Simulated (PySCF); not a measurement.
```yaml
atoms:
  - { symbol: C, position_ang: [2.7830, -0.0065, 0.4230] }
  - { symbol: C, position_ang: [1.9399, -0.4407, -0.7765] }
  - { symbol: C, position_ang: [0.5250, -0.4517, -0.4526] }
  - { symbol: C, position_ang: [-0.6364, -0.4648, -0.1573] }
  - { symbol: C, position_ang: [-2.0486, -0.4590, 0.1776] }
  - { symbol: C, position_ang: [-2.6751, 0.9146, -0.0636] }
  - { symbol: H, position_ang: [2.6325, -0.6873, 1.2582] }
  - { symbol: H, position_ang: [3.8391, -0.0034, 0.1610] }
  - { symbol: H, position_ang: [2.5007, 0.9943, 0.7425] }
  - { symbol: H, position_ang: [2.1066, 0.2437, -1.6143] }
  - { symbol: H, position_ang: [2.2375, -1.4447, -1.0951] }
  - { symbol: H, position_ang: [-2.1639, -0.7397, 1.2292] }
  - { symbol: H, position_ang: [-2.5591, -1.2110, -0.4320] }
  - { symbol: H, position_ang: [-2.1828, 1.6684, 0.5469] }
  - { symbol: H, position_ang: [-3.7327, 0.8964, 0.1914] }
  - { symbol: H, position_ang: [-2.5734, 1.2002, -1.1084] }
```

Geometry: GFN2-xTB.

These are results of PBE0/pcSseg-1, SCF density, gas phase, non-relativistic (PySCF), not measurements.

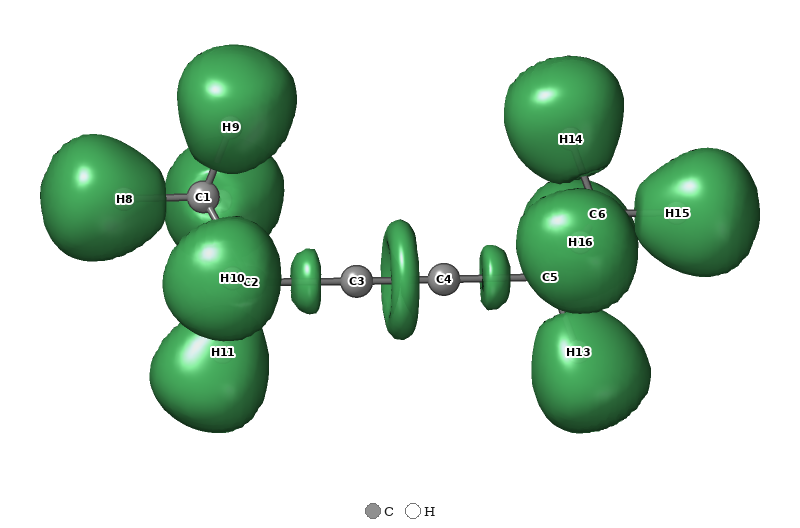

C₆H₁₀. Isosurface of the electron localisation function at 0.85 (green), seen at an oblique angle. Only the valence region is drawn (cores and ρ < 0.01 e/Å³ removed).

**Describe the localisation domains.**

The ELF exceeds this value in five regions between bonded C–C atoms (shared pairs) and ten regions around hydrogen nuclei. Profiles from the grid: C–C (1.20 Å): the ELF peaks at about 0.85 between the atoms (a short, multiple covalent bond). C–H (1.09 Å): the ELF climbs to about 1 towards the hydrogen, as it does in any bond to H; an ordinary covalent bond to hydrogen.
